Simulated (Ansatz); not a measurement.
Base system: ZnSiP2 in the chalcopyrite structure (space group I-42d, No. 122; a = 5.4187 Å, c = 10.5394 Å).

Perturbation: an isotropic linear strain of +1.71 %, atoms relaxed at fixed cell.

Level of theory: PBE (Ansatz, a program for electronic structure), scalar-relativistic without spin-orbit coupling.

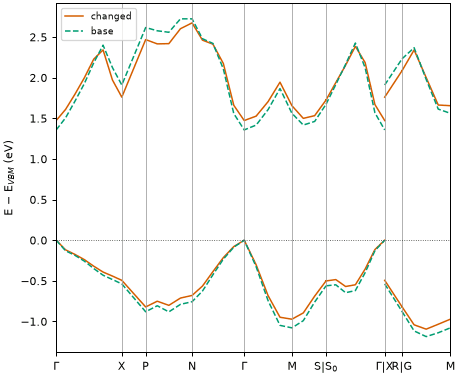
Figure: Highest valence and lowest conduction band along the path, each from its own valence-band maximum

Read the changed gap and its character from the plot.

About 1.47 eV, direct at Γ.

Stability against distortions was not tested.
